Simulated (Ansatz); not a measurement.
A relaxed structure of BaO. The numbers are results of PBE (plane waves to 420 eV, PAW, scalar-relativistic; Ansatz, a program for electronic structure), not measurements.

Fm-3m (No. 225), cF8, rock salt type; a = b = c = 5.5734 Å, α = β = γ = 90.00°.

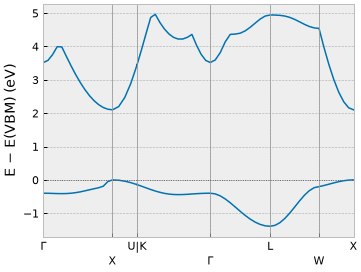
Highest filled and lowest empty band along the path of this cell's Brillouin zone

Task: Read off the gap and say whether it is direct.

Result: 2.10 eV, direct at X (no spin-orbit coupling).

Task: How far does the top valence band disperse along this path?

Result: About 1.4 eV.

No spin polarisation in the result.

Measured for BaO: a 5.54 Å (room temperature; as listed in Juan A. Santana et al., The Journal of Chemical Physics (2016)). Computed minus measured — a: PBE +0.6 %. The computed values are for a static lattice.

The run could not lose the symmetry of its start; a randomly shaken copy of 2 atoms returns to this structure.

All atoms sit on sites fixed by symmetry, so only the cell could relax.
